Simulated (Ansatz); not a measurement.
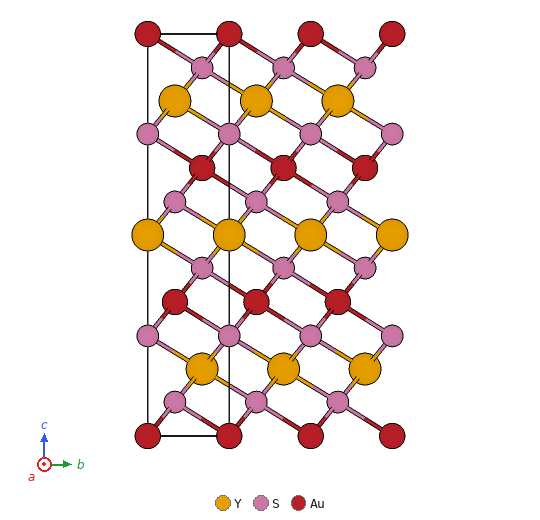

The picture looks along a close-packed row of the hexagonal mesh; c points upwards. Every atom sits on one of the three columns of the mesh; call them A, B, C in the order in which they first turn up. The sequence starts with the first layer at or above the cell's origin.

YAuS2. Coordinates: coordinates from a relaxation with DFT PBE, scalar-relativistic, plane waves, PAW in Ansatz; the starting structure was generated, so it need not be a known form of this composition.

Give the sequence of layers in one repeat, with element and column.

Au(A) – S(B) – Y(C) – S(A) – Au(B) – S(C) – Y(A) – S(B) – Au(C) – S(A) – Y(B) – S(C) (twelve layers in 17.49 Å).

How are the S layers alone stacked?

S layers alone: BACBAC, the cubic close-packed type.

Which positions between or in the S layers do the other atoms fill?

Y: three octahedral sites; Au: three octahedral sites, counted in one hexagonal cell.
